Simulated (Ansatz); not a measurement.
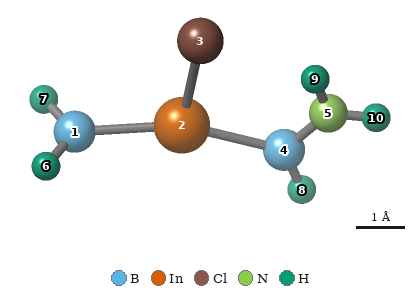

**Figure 1.** The structure (ball-and-stick view, seen at a tilt; atoms are numbered from 1 in the order of the input). Sticks mark near contacts. Bond lengths as drawn: B–H 1.20 Å, B–In 2.24 to 2.26 Å, B–N 1.38 Å, Cl–In 2.42 Å and H–N 1.01 Å.

**Single-point calculation of InB$_{2}$NH$_{5}$Cl**

- system: InB$_{2}$NH$_{5}$Cl, SMILES [BH2][In]([Cl])[BH]N
- method: RKS LC-wPBE/def2-TZVPP (Ansatz 0.2.0)

The geometry comes from this level: PBE0-D4/def2-TZVP.

The program's output:
```
Functional definition: LC-wPBE
  name "LC-wPBE"
  cite "Vydrov & Scuseria, J. Chem. Phys. 125, 234109 (2006) doi:10.1063/1.2409292"
  cite "Heyd & Scuseria, J. Chem. Phys. 120, 7274 (2004) doi:10.1063/1.1668634"
  cite "Ernzerhof & Perdew, J. Chem. Phys. 109, 3313 (1998) doi:10.1063/1.476928"
  cite "Perdew, Burke & Ernzerhof, Phys. Rev. Lett. 77, 3865 (1996) doi:10.1103/PhysRevLett.77.3865"
  parent pbe
  parameter omega = 0.4/bohr
  exchange = pbe_x_sr(omega) + exact_x_lr(omega)
  correlation = pbe_c
1470 factors; their error is unknown
496 factors; integrals over basis functions are off by at most 2.4e-5 eV
mean field evaluation 1: about -20613.6298 eV, gradient 4.9e1 eV
mean field evaluation 2: about -20614.8398 eV, gradient 4.5e1 eV
mean field evaluation 4: about -20618.5840 eV, gradient 1.8e0 eV
mean field evaluation 8: about -20618.5951 eV, gradient 1.1e-1 eV
mean field evaluation 16: about -20618.5712 eV, gradient 7.9e-4 eV
mean field -20618.57116561 eV, -757.7185145668 hartree, gradient 1.3e-5 eV, S^2 0.000000; 0 other end points of the search recorded, 0 dependent functions left out
reference -20618.57116562 eV, -757.7185145671 hartree; 30, 30 occupied and 225, 225 virtual orbitals, 1470 factors
Total energy: -20618.57116562 eV, -757.7185145671 hartree
```

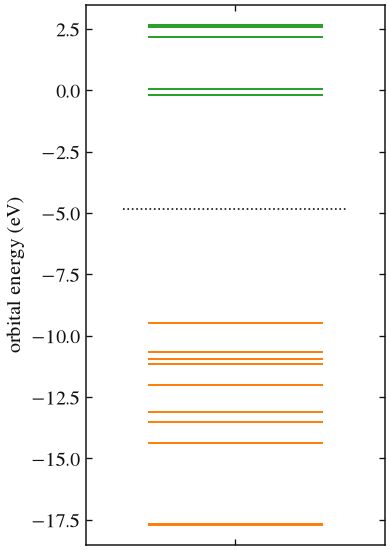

**Figure 2.** Orbital energies near the frontier; the dotted line parts filled from empty levels, and levels within 0.02 eV of each other stand side by side. Highest filled −9.48 eV, lowest empty −0.19 eV, 9.29 eV apart.

The run was set up as follows.

Input:
```yaml
crystal:
  periodic: [false, false, false]
  atoms:
    - {symbol: B, position_ang: [-0.609300, 1.978592, 2.088042]}
    - {symbol: In, position_ang: [-0.186267, 0.464934, 0.493975]}
    - {symbol: Cl, position_ang: [2.235444, 0.481179, 0.373057]}
    - {symbol: B, position_ang: [-0.650675, -1.082033, -1.085059]}
    - {symbol: N, position_ang: [0.481827, -1.593278, -1.681793]}
    - {symbol: H, position_ang: [-0.668773, 1.666582, 3.240974]}
    - {symbol: H, position_ang: [-0.746806, 3.136719, 1.823615]}
    - {symbol: H, position_ang: [-1.730657, -1.468960, -1.423997]}
    - {symbol: H, position_ang: [1.411827, -1.290407, -1.421237]}
    - {symbol: H, position_ang: [0.463392, -2.293328, -2.407576]}
basis:
  gaussian: {orbitals: def2-TZVPP}
hamiltonian: {xc: {name: LC-wPBE}}
output: {orbitals: {seedname: orbitals}}
```

Run as:
```bash
ansatz run in.yaml --threads 4 --pin off --events-out ev --progress --plain --max-ram 10444MiB
```

Summary:

| quantity | value |
| --- | --- |
| outcome | converged |
| total energy | −20618.5712 eV |
| SCF solution under orbital rotations | stable |
| HOMO | −9.48 eV |
| LUMO | −0.19 eV |
| hardware | 4 threads of Arm Neoverse V2, 23 GiB of memory available, shared host |
| wall time | 2.9 s (CPU time 10 s) |
| peak memory | 0.5 GiB |
